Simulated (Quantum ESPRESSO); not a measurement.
**The states of the two spins in KPtO3**

Where do the states of the two spins of KPtO3 lie?

Main program and level: Quantum ESPRESSO 7.5; LDA with U = 1.5 eV on Pt d (ortho-atomic projectors); plane waves with GBRV 1.5 LDA potentials, no spin-orbit coupling.

### 1. The starting structure

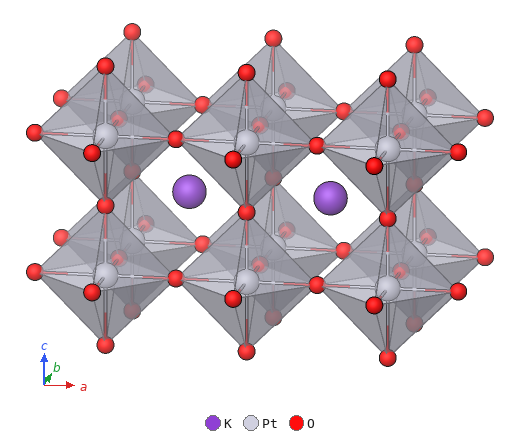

The starting structure, seen slightly off an axis (potassium purple, platinum light grey, oxygen red). 2×1×1 cells are drawn. Some periodic images of atoms are drawn too.

The cell comes from Materials Project 2023-11-01, a database of computed structures, and need not be the stable phase.

### 2. The magnetic state

This state came out lowest in a comparison of starts that is told elsewhere.

The input, pw.in:

```
&CONTROL
  calculation = 'scf'
  prefix = 'pwscf'
  outdir = './tmp'
  pseudo_dir = './pseudo'
  disk_io = 'low'
/
&SYSTEM
  ibrav = 0
  celldm(1) = 8
  nat = 5
  ntyp = 3
  ecutwfc = 40
  ecutrho = 280
  nbnd = 35
  occupations = 'smearing'
  smearing = 'fd'
  degauss = 0.00999582
  nspin = 2
  starting_magnetization(1) = 0
  starting_magnetization(2) = 0.0625
  starting_magnetization(3) = 0
/
&ELECTRONS
  conv_thr = 1d-08
  electron_maxstep = 150
  mixing_beta = 0.3
/
ATOMIC_SPECIES
K      39.0983 k_lda_v1.4.uspp.F.UPF
Pt    195.0840 pt_lda_v1.4.uspp.F.UPF
O      15.9990 o_lda_v1.2.uspp.F.UPF
CELL_PARAMETERS alat
   0.9558260722091    0.0000000000000    0.0000000000000
   0.0000000000000    0.9558260722091    0.0000000000000
   0.0000000000000    0.0000000000000    0.9558260722091
ATOMIC_POSITIONS crystal
K       0.5000000000    0.5000000000    0.5000000000
Pt      0.0000000000    0.0000000000    0.0000000000
O       0.0000000000    0.5000000000    0.0000000000
O       0.5000000000    0.0000000000    0.0000000000
O       0.0000000000    0.0000000000    0.5000000000
K_POINTS automatic
6 6 6 0 0 0
HUBBARD {ortho-atomic}
U Pt-5d 1.5000
```

Command:

```sh
$ OMP_NUM_THREADS=1 mpirun -n 2 pw.x -nk 2 -in pw.in > pw.out
```

Output:

```text
Program PWSCF v.7.5 starts

     Message from routine setup:
     using ibrav=0 with symmetry is DISCOURAGED, use correct ibrav instead

     K-points division:     npool     =       2
     Subspace diagonalization in iterative solution of the eigenvalue problem:

     bravais-lattice index     =            0
     lattice parameter (alat)  =       8.0000  a.u.
     unit-cell volume          =     447.1020 (a.u.)^3
     number of atoms/cell      =            5
     number of atomic types    =            3
     number of electrons       =        43.00
     number of Kohn-Sham states=           35
     kinetic-energy cutoff     =      40.0000  Ry
     charge density cutoff     =     280.0000  Ry
     scf convergence threshold =      1.0E-08
     mixing beta               =       0.3000
     number of iterations used =            8  plain     mixing
     Exchange-correlation= SLA  PZ   NOGX NOGC
                           (   1   1   0   0   0   0   0)
     Hubbard projectors: ortho-atomic
     Hubbard parameters of DFT+U (Dudarev formulation) in eV:
     U(Pt-5d) =  1.5000

     Internal variables: lda_plus_u =T, lda_plus_u_kind = 0

     Internal variables: orbital_resolved =F, hub_pot_fix =F, apply_U = F

     celldm(1)=   8.000000  celldm(2)=   0.000000  celldm(3)=   0.000000
     celldm(4)=   0.000000  celldm(5)=   0.000000  celldm(6)=   0.000000

     crystal axes: (cart. coord. in units of alat)
               a(1) = (   0.955826   0.000000   0.000000 )
               a(2) = (   0.000000   0.955826   0.000000 )
               a(3) = (   0.000000   0.000000   0.955826 )

     reciprocal axes: (cart. coord. in units 2 pi/alat)
               b(1) = (  1.046215  0.000000  0.000000 )
               b(2) = (  0.000000  1.046215  0.000000 )
               b(3) = (  0.000000  0.000000  1.046215 )

     PseudoPot. # 1 for K  read from file:
     k_lda_v1.4.uspp.F.UPF
     Pseudo is Ultrasoft + core correction, Zval =  9.0

     PseudoPot. # 2 for Pt read from file:
     pt_lda_v1.4.uspp.F.UPF
     Pseudo is Ultrasoft + core correction, Zval = 16.0

     PseudoPot. # 3 for O  read from file:
     o_lda_v1.2.uspp.F.UPF
     Pseudo is Ultrasoft + core correction, Zval =  6.0

     atomic species   valence    mass     pseudopotential
     K                 9.00    39.09830     K ( 1.00)
     Pt               16.00   195.08400     Pt( 1.00)
     O                 6.00    15.99900     O ( 1.00)

     Starting magnetic structure
     atomic species   magnetization
     K               0.000
     Pt              0.062
     O               0.000

     48 Sym. Ops., with inversion, found

   Cartesian axes

     site n.     atom                  positions (alat units)
         1        K      tau(   1) = (   0.4779130   0.4779130   0.4779130  )
         2        Pt     tau(   2) = (   0.0000000   0.0000000   0.0000000  )
         3        O      tau(   3) = (   0.0000000   0.4779130   0.0000000  )
         4        O      tau(   4) = (   0.4779130   0.0000000   0.0000000  )
         5        O      tau(   5) = (   0.0000000   0.0000000   0.4779130  )

     number of k points=    20  Fermi-Dirac smearing, width (Ry)=  0.0100
                       cart. coord. in units 2pi/alat
        k(    1) = (   0.0000000   0.0000000   0.0000000), wk =   0.0046296
        k(    2) = (   0.0000000   0.0000000   0.1743692), wk =   0.0277778
        k(    3) = (   0.0000000   0.0000000   0.3487385), wk =   0.0277778
        k(    4) = (   0.0000000   0.0000000  -0.5231077), wk =   0.0138889
        k(    5) = (   0.0000000   0.1743692   0.1743692), wk =   0.0555556
        [... 15 further k-points ...]

     Dense  grid:    35513 G-vectors     FFT dimensions: (  45,  45,  45)

     Smooth grid:    15275 G-vectors     FFT dimensions: (  32,  32,  32)

     Check: negative core charge=   -0.000002
     Generating pointlists ...
     new r_m :   0.2788 (alat units)  2.2304 (a.u.) for type    1
     new r_m :   0.1971 (alat units)  1.5771 (a.u.) for type    2
     new r_m :   0.1971 (alat units)  1.5771 (a.u.) for type    3

     Initial potential from superposition of free atoms

     starting charge      41.9972, renormalised to      43.0000

     negative rho (up, down):  9.642E-02 8.502E-02

     STARTING HUBBARD OCCUPATIONS:

     =================== HUBBARD OCCUPATIONS ===================
     ------------------------ ATOM    2 ------------------------
     Tr[ns(  2)] (up, down, total) =   5.00000  4.50000  9.50000
     Atomic magnetic moment for atom   2 =   0.50000
     [... lines left out ...]
     Number of occupied Hubbard levels =    9.5000

     Atomic wfc used for Hubbard projectors are orthogonalized

     Starting wfcs are   32 randomized atomic wfcs +    3 random wfcs

     Self-consistent Calculation

     iteration #  1     ecut=    40.00 Ry     beta= 0.30
     Davidson diagonalization with overlap
     ethr =  1.00E-02,  avg # of iterations =  6.6

     =================== HUBBARD OCCUPATIONS ===================
     ------------------------ ATOM    2 ------------------------
     Tr[ns(  2)] (up, down, total) =   3.28939  2.74895  6.03834
     Atomic magnetic moment for atom   2 =   0.54044
     [... lines left out ...]
     Number of occupied Hubbard levels =    6.0383

     negative rho (up, down):  9.026E-02 8.131E-02

     total energy              =    -363.44474329 Ry
     estimated scf accuracy    <       4.69870408 Ry

     total magnetization       =     0.61 Bohr mag/cell
     absolute magnetization    =     0.63 Bohr mag/cell

     iteration #  2     ecut=    40.00 Ry     beta= 0.30
     Davidson diagonalization with overlap
     ethr =  1.00E-02,  avg # of iterations =  2.0

     negative rho (up, down):  8.951E-02 8.211E-02

     total energy              =    -364.25483892 Ry
     estimated scf accuracy    <       0.41796082 Ry

     total magnetization       =     0.62 Bohr mag/cell
     absolute magnetization    =     0.63 Bohr mag/cell

     [... further iterations left out ...]

     iteration # 16     ecut=    40.00 Ry     beta= 0.30
     Davidson diagonalization with overlap
     ethr =  2.56E-09,  avg # of iterations =  4.5

     negative rho (up, down):  8.640E-02 8.272E-02

     total energy              =    -364.34126581 Ry
     estimated scf accuracy    <       0.00000031 Ry

     total magnetization       =     1.20 Bohr mag/cell
     absolute magnetization    =     1.22 Bohr mag/cell

     iteration # 17     ecut=    40.00 Ry     beta= 0.30
     Davidson diagonalization with overlap
     ethr =  7.26E-10,  avg # of iterations =  4.0

     negative rho (up, down):  8.641E-02 8.272E-02

     Magnetic moment per site  (integrated on atomic sphere of radius R)
     atom   1 (R=0.279)  charge=  7.6647  magn=  0.0058
     atom   2 (R=0.197)  charge= 10.8651  magn=  0.3643
     atom   3 (R=0.197)  charge=  5.4123  magn=  0.2067
     atom   4 (R=0.197)  charge=  5.4123  magn=  0.2067
     atom   5 (R=0.197)  charge=  5.4123  magn=  0.2067

     End of self-consistent calculation

     =================== HUBBARD OCCUPATIONS ===================
     ------------------------ ATOM    2 ------------------------
     Tr[ns(  2)] (up, down, total) =   4.14709  3.76276  7.90986
     Atomic magnetic moment for atom   2 =   0.38433
     [... lines left out ...]
     Number of occupied Hubbard levels =    7.9099

     [... lines left out ...]
     the Fermi energy is     8.0865 ev

!    total energy              =    -364.34127990 Ry
     estimated scf accuracy    <          8.9E-09 Ry
     smearing contrib. (-TS)   =      -0.02190272 Ry
     internal energy E=F+TS    =    -364.31937718 Ry

     The total energy is F=E-TS. E is the sum of the following terms:
     one-electron contribution =    -114.52529223 Ry
     hartree contribution      =      80.58930927 Ry
     xc contribution           =     -86.77543962 Ry
     ewald contribution        =    -243.68627654 Ry
     Hubbard energy            =       0.07832194 Ry

     total magnetization       =     1.16 Bohr mag/cell
     absolute magnetization    =     1.17 Bohr mag/cell

     convergence has been achieved in  17 iterations

=------------------------------------------------------------------------------=
   JOB DONE.
=------------------------------------------------------------------------------=
```

Wall time 21 s (2 MPI ranks of AMD EPYC 9R45, shared host); peak memory 0.37 GiB; 42 s of CPU time.

Spin moment in the atom's sphere by atom:

```
atom  spin moment in the atom's sphere (μB)
  K1                                  0.006
 Pt2                                  0.364
  O3                                  0.207
  O4                                  0.207
  O5                                  0.207
```

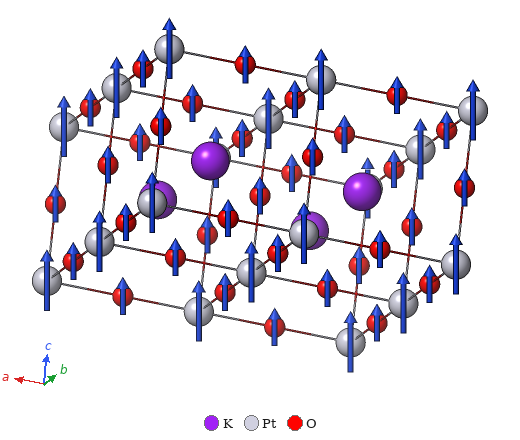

Spin moment in the atom's sphere as arrows, the longest 0.364 μB. Up and down stand for the sign. Arrows give size and sign along the axis of quantisation, drawn up and down the page. 2×2×1 cells are drawn. Some periodic images of atoms are drawn too.

Numbers from this step:

| Item | Value |
| --- | --- |
| smearing term TS | 0.2980 eV |
| magnetization | 1.162 μB |
| absolute magnetization | 1.174 μB |
| final state | ferromagnetic |

### 3. Projected density of states

The input, projwfc.in:

```
&PROJWFC
  prefix = 'pwscf'
  outdir = './tmp'
  filpdos = 'pdos'
  ngauss = 0
  degauss = 0.01
  DeltaE = 0.05
  Emin = -0.91
  Emax = 13.09
/
```

Command:

```sh
$ OMP_NUM_THREADS=1 mpirun -n 2 projwfc.x -nk 2 -in projwfc.in > projwfc.out
```

Output:

```text
[banner, memory and clock lines left out]
Program PROJWFC v.7.5 starts

     [... lines left out ...]
     IMPORTANT: XC functional enforced from input :
     Exchange-correlation= PZ
                           (   1   1   0   0   0   0   0)
     Any further DFT definition will be discarded
     Please, verify this is what you really want

     G-vector sticks info

     Check: negative core charge=   -0.000002

     negative rho (up, down):  8.641E-02 8.272E-02

     Gaussian broadening (read from input): ngauss,degauss=   0    0.010000

     Calling projwave ....

  Problem Sizes
  natomwfc =           32
  nbnd     =           35
  nkstot   =           40
  npwx     =         1935
  nkb      =           75

     Atomic states used for projection
     (read from pseudopotential files):

     state #   1: atom   1 (K  ), wfc  1 (l=0 m= 1)
     state #   2: atom   1 (K  ), wfc  2 (l=1 m= 1)
     state #   3: atom   1 (K  ), wfc  2 (l=1 m= 2)
     state #   4: atom   1 (K  ), wfc  2 (l=1 m= 3)
     state #   5: atom   1 (K  ), wfc  3 (l=0 m= 1)
     state #   6: atom   1 (K  ), wfc  4 (l=1 m= 1)
     state #   7: atom   1 (K  ), wfc  4 (l=1 m= 2)
     state #   8: atom   1 (K  ), wfc  4 (l=1 m= 3)
     state #   9: atom   2 (Pt ), wfc  1 (l=1 m= 1)
     state #  10: atom   2 (Pt ), wfc  1 (l=1 m= 2)
     state #  11: atom   2 (Pt ), wfc  1 (l=1 m= 3)
     state #  12: atom   2 (Pt ), wfc  2 (l=2 m= 1)
     state #  13: atom   2 (Pt ), wfc  2 (l=2 m= 2)
     state #  14: atom   2 (Pt ), wfc  2 (l=2 m= 3)
     state #  15: atom   2 (Pt ), wfc  2 (l=2 m= 4)
     state #  16: atom   2 (Pt ), wfc  2 (l=2 m= 5)
     state #  17: atom   2 (Pt ), wfc  3 (l=0 m= 1)
     state #  18: atom   2 (Pt ), wfc  4 (l=1 m= 1)
     state #  19: atom   2 (Pt ), wfc  4 (l=1 m= 2)
     state #  20: atom   2 (Pt ), wfc  4 (l=1 m= 3)
     state #  21: atom   3 (O  ), wfc  1 (l=0 m= 1)
     state #  22: atom   3 (O  ), wfc  2 (l=1 m= 1)
     state #  23: atom   3 (O  ), wfc  2 (l=1 m= 2)
     state #  24: atom   3 (O  ), wfc  2 (l=1 m= 3)
     state #  25: atom   4 (O  ), wfc  1 (l=0 m= 1)
     state #  26: atom   4 (O  ), wfc  2 (l=1 m= 1)
     state #  27: atom   4 (O  ), wfc  2 (l=1 m= 2)
     state #  28: atom   4 (O  ), wfc  2 (l=1 m= 3)
     state #  29: atom   5 (O  ), wfc  1 (l=0 m= 1)
     state #  30: atom   5 (O  ), wfc  2 (l=1 m= 1)
     state #  31: atom   5 (O  ), wfc  2 (l=1 m= 2)
     state #  32: atom   5 (O  ), wfc  2 (l=1 m= 3)

 [... projections of the bands left out ...]

Lowdin Charges:

     Atom #   1: total charge =   8.4244, s =  2.0179, p =  6.4065, d =  0.0000,
                 spin up      =   4.2183, s =  1.0114,
                 spin up      =   4.2183, p =  3.2068, pz=  1.0689, px=  1.0689, py=  1.0689,
                 spin up      =   4.2183, d =  0.0000, dz2=  0.0000, dxz=  0.0000, dyz=  0.0000, dx2-y2=  0.0000, dxy=  0.0000,
                 spin down    =   4.2061, s =  1.0065,
                 spin down    =   4.2061, p =  3.1997, pz=  1.0666, px=  1.0666, py=  1.0666,
                 spin down    =   4.2061, d =  0.0000, dz2=  0.0000, dxz=  0.0000, dyz=  0.0000, dx2-y2=  0.0000, dxy=  0.0000,
                 polarization =   0.0121, s =  0.0050, p =  0.0072, d =  0.0000,
     Atom #   2: total charge =  15.4391, s =  0.4364, p =  7.0929, d =  7.9099,
                 spin up      =   7.9063, s =  0.2191,
                 spin up      =   7.9063, p =  3.5402, pz=  1.1801, px=  1.1801, py=  1.1801,
                 spin up      =   7.9063, d =  4.1471, dz2=  0.6287, dxz=  0.9632, dyz=  0.9632, dx2-y2=  0.6287, dxy=  0.9632,
                 spin down    =   7.5328, s =  0.2173,
                 spin down    =   7.5328, p =  3.5527, pz=  1.1842, px=  1.1842, py=  1.1842,
                 spin down    =   7.5328, d =  3.7628, dz2=  0.5944, dxz=  0.8580, dyz=  0.8580, dx2-y2=  0.5944, dxy=  0.8580,
                 polarization =   0.3736, s =  0.0017, p = -0.0125, d =  0.3843,
     Atom #   3: total charge =   6.3317, s =  1.6531, p =  4.6786, d =  0.0000,
                 spin up      =   3.2943, s =  0.8309,
                 spin up      =   3.2943, p =  2.4633, pz=  0.9112, px=  0.9112, py=  0.6410,
                 spin up      =   3.2943, d =  0.0000, dz2=  0.0000, dxz=  0.0000, dyz=  0.0000, dx2-y2=  0.0000, dxy=  0.0000,
                 spin down    =   3.0374, s =  0.8222,
                 spin down    =   3.0374, p =  2.2152, pz=  0.7903, px=  0.7903, py=  0.6346,
                 spin down    =   3.0374, d =  0.0000, dz2=  0.0000, dxz=  0.0000, dyz=  0.0000, dx2-y2=  0.0000, dxy=  0.0000,
                 polarization =   0.2568, s =  0.0087, p =  0.2481, d =  0.0000,
     Atom #   4: total charge =   6.3317, s =  1.6531, p =  4.6786, d =  0.0000,
                 spin up      =   3.2943, s =  0.8309,
                 spin up      =   3.2943, p =  2.4633, pz=  0.9112, px=  0.6410, py=  0.9112,
                 spin up      =   3.2943, d =  0.0000, dz2=  0.0000, dxz=  0.0000, dyz=  0.0000, dx2-y2=  0.0000, dxy=  0.0000,
                 spin down    =   3.0374, s =  0.8222,
                 spin down    =   3.0374, p =  2.2152, pz=  0.7903, px=  0.6346, py=  0.7903,
                 spin down    =   3.0374, d =  0.0000, dz2=  0.0000, dxz=  0.0000, dyz=  0.0000, dx2-y2=  0.0000, dxy=  0.0000,
                 polarization =   0.2568, s =  0.0087, p =  0.2481, d =  0.0000,
     Atom #   5: total charge =   6.3317, s =  1.6531, p =  4.6786, d =  0.0000,
                 spin up      =   3.2943, s =  0.8309,
                 spin up      =   3.2943, p =  2.4633, pz=  0.6410, px=  0.9112, py=  0.9112,
                 spin up      =   3.2943, d =  0.0000, dz2=  0.0000, dxz=  0.0000, dyz=  0.0000, dx2-y2=  0.0000, dxy=  0.0000,
                 spin down    =   3.0374, s =  0.8222,
                 spin down    =   3.0374, p =  2.2152, pz=  0.6346, px=  0.7903, py=  0.7903,
                 spin down    =   3.0374, d =  0.0000, dz2=  0.0000, dxz=  0.0000, dyz=  0.0000, dx2-y2=  0.0000, dxy=  0.0000,
                 polarization =   0.2568, s =  0.0087, p =  0.2481, d =  0.0000,
     Spilling Parameter:   0.0033
```

Run time: 1.5 s. Hardware: 2 MPI ranks; peak memory 0.1 GiB.

The density of states has structure finer than the step of the table below, so its rows give means over 1 eV, whole bins alone (the curve runs from -9.00 to 5.05 eV). Peaks (eV: height): up -5.5: 4.42, -1.7: 3.76, -0.5: 4.59, -0.1: 3.81; down -5.2: 4.33, -1.3: 3.72, -0.1: 4.4, 0.3: 3.62; K1 p up -7.1: 0.0258, -2.0: 0.0438, -1.7: 0.0414, -0.1: 0.037; K1 p down -6.8: 0.0276, -1.7: 0.0467, -1.3: 0.0446, 0.3: 0.038; Pt2 d up -5.5: 2.28, -4.7: 1.39, -0.5: 1.43, -0.1: 1.3.

Gaussian broadening of 0.136 eV on the SCF mesh. The density of states by energy, zero at the Fermi level; means over each step; 7 of 8 lines; values in states/eV/cell:

```
energy (eV)      up   down  K1 p up  K1 p down  Pt2 d up  Pt2 d down  O3 p up
         -8   0.500  0.403  0.00489    0.00409     0.226       0.183   0.0793
         -7    1.00   1.09  0.00814    0.00905     0.363       0.398    0.175
         -6    1.43  0.511  0.00803    0.00406     0.831       0.301    0.173
         -5    2.44   2.79  0.00684     0.0107      1.36        1.46    0.308
         -4   0.613   1.03   1.4e-4    0.00153     0.164       0.550    0.130
         -3  0.0745  0.180   4.6e-4     4.1e-5   0.00140      0.0268   0.0203
         -2    2.17   1.07   0.0262     0.0169    0.0892      0.0451    0.638
         -1    2.36   2.59  0.00849     0.0167     0.412       0.226    0.617
          0    1.85   2.71   0.0196     0.0228     0.630       0.861    0.370
          1   0.393  0.378  0.00132    0.00344     0.181       0.169   0.0534
          2   0.432  0.374  0.00108     8.5e-4     0.189       0.168   0.0578
          3   0.145  0.243   3.8e-4     8.2e-4    0.0593       0.101   0.0216
          4   0.492  0.412   2.6e-4     3.2e-4     0.202       0.170   0.0869
```

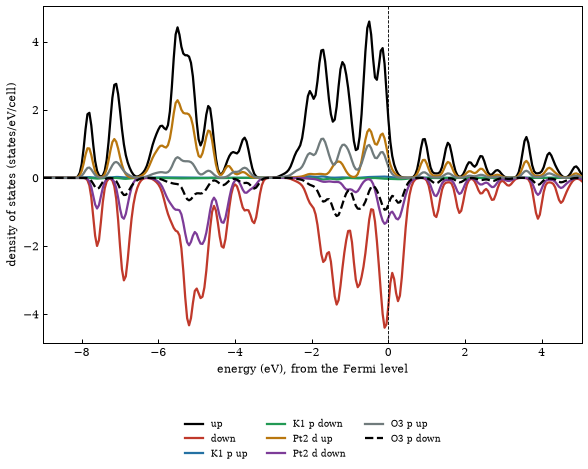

Density of states, plotted against energy. Down spins are drawn negative.

### 4. Summary of results

| Quantity | Value |
| --- | --- |
| state | ferromagnetic |
| largest moment in a sphere | 0.364 μB |

What this shows: The most distinct maxima of the density of states (up) lie at -5.50, -1.70, -1.20, -0.50 and -0.15 eV, the highest at -0.496 eV. These are Kohn–Sham states without spin–orbit coupling, on the mesh of the self-consistent run. Energies are free energies at an electronic temperature of 1580 K, which lowers moments and differences where the moments are itinerant. Degenerate orbitals of a corrected shell are partly filled. Whether a state of lower symmetry lies under this one was not tested; under a U it often does.

[Logs and program files are shortened in this print: banners, set-up blocks, solver, clock and traceback lines can be left out without a mark of their own.]

[Logs are printed without paths, hosts, clocks, repeated set-up lines and the standing remarks that a program may print on its own settings, such as how far it seeks lower states.]

[Hosts, paths, dates, database ids (printed as entryN), source tags and the programs' standing remarks are cut or masked in the printed files.]

[Where a cell is said to come from a database of computed structures, the database is the Materials Project.]
